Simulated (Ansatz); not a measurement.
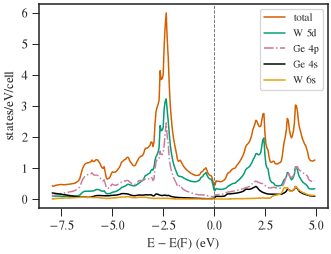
Total and projected density of states of Ge2W (MoSi2 or CaC2 type, I4/mmm), r²SCAN in the plane-wave PAW code Ansatz

Task: Which orbitals carry the states next to the Fermi level?

Result: Within 0.5 eV of the Fermi level: W 5d 73 %, Ge 4p 18 %, Ge 4s 7 %. Projections are on Löwdin-orthogonalised atomic valence shells; empty p or d shells of many metals are not among them.

Task: Where is the tallest occupied peak in this window, and what makes it?

Result: Near -2.3 eV, about 6.0 states/eV per cell; the largest projected share is W 5d.

The workflow started from an entry of the Crystallography Open Database (COD). Whether it is the stable phase at ambient conditions was not checked. The r²SCAN relaxation kept the symmetry of its start; its stability against distortions is not shown here. No spin polarisation was allowed. Scalar-relativistic: spin–orbit coupling is off unless named, which matters more the heavier the elements.

Potentials: the later of the program's two PAW sets.
